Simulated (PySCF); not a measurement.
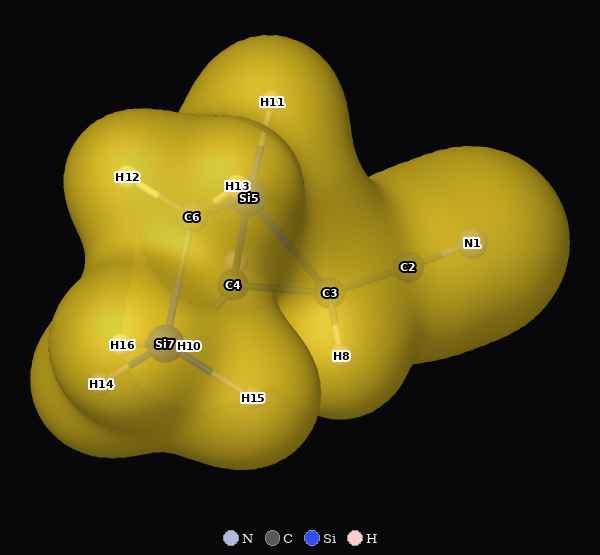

Figure. C4H9NSi2. Isosurface of the total electron density at 0.05 e/Å³ (yellow), seen at an oblique angle.

Geometry: GFN2-xTB.

The calculation used PySCF, PBE0/def2-SVPD, SCF density, gas phase.

```yaml
atoms:
  - { symbol: N, position_ang: [-3.5031, 1.4330, -1.2192] }
  - { symbol: C, position_ang: [-2.5649, 0.8421, -0.9189] }
  - { symbol: C, position_ang: [-1.4079, 0.1522, -0.5202] }
  - { symbol: C, position_ang: [-1.4820, -0.6226, 0.8178] }
  - { symbol: Si, position_ang: [-0.3358, 0.8618, 0.8961] }
  - { symbol: C, position_ang: [1.5381, 0.6355, 0.7988] }
  - { symbol: Si, position_ang: [2.1697, -0.9344, -0.0838] }
  - { symbol: H, position_ang: [-0.9260, -0.3652, -1.3417] }
  - { symbol: H, position_ang: [-2.4482, -0.5849, 1.3027] }
  - { symbol: H, position_ang: [-1.1003, -1.6332, 0.7731] }
  - { symbol: H, position_ang: [-0.8505, 2.0609, 1.5411] }
  - { symbol: H, position_ang: [1.9266, 0.6447, 1.8170] }
  - { symbol: H, position_ang: [1.9673, 1.5104, 0.3099] }
  - { symbol: H, position_ang: [1.6632, -2.1175, 0.6142] }
  - { symbol: H, position_ang: [1.7127, -0.9334, -1.4753] }
  - { symbol: H, position_ang: [3.6336, -0.9405, -0.0555] }
```

### How is the density connected at this value?

At this value the surface is in one piece. It bridges the sampled C–N (1.15 Å), C–C (1.40 Å), C–Si (1.88 Å) and C–H (1.08 Å) contacts, where the density stays above the isovalue. On the grid the lowest density along these lines, outside the cores, is 3.3 e/Å³ (C–N, 1.15 Å), 1.9 e/Å³ (C–C, 1.40 Å), 0.72 e/Å³ (C–Si, 1.88 Å) and 1.9 e/Å³ (C–H, 1.08 Å).
